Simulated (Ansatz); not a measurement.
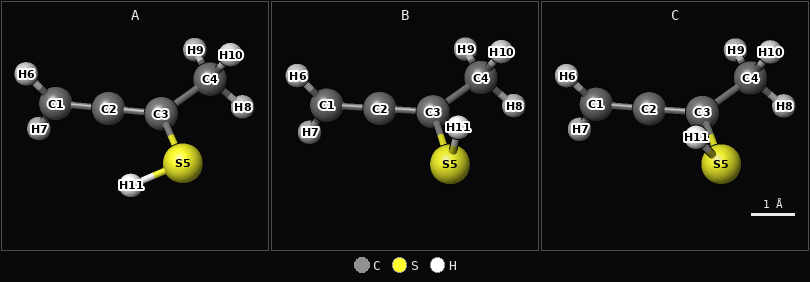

3 geometries from a converged minimum-energy path of C4H6S, shuffled. Style: ball-and-stick. Shown from a free direction.

All numbers below come from RKS PBE-D4/6-31G* (Ansatz). Set-up: 7 movable images; climbing image; force threshold 0.03 eV/Å; iteration limit 33; starting path by image-dependent pair potential.

Which of them lies highest in energy?

Answer. C. In order along the path, whose images run from 0 to 8: A (image 0, 0.000 eV), C (image 4, +0.081 eV), B (image 6, +0.049 eV). The motion is a rotation about the C3–S5 bond by about 140°, with a turn of about 430° about C1–C2, with a turn of about 430° about C2–C3. No bond forms or breaks between the ends. Bond angles that change up to the highest image, for instance: C2–C3–S5 122.9° → 119.0°, C4–C3–S5 113.0° → 116.2°.

Cost: 7.5 min on 1 thread of AMD EPYC 7R43 64-Core Processor (Zen 3), with other jobs on the host, peak memory 0.14 GiB.
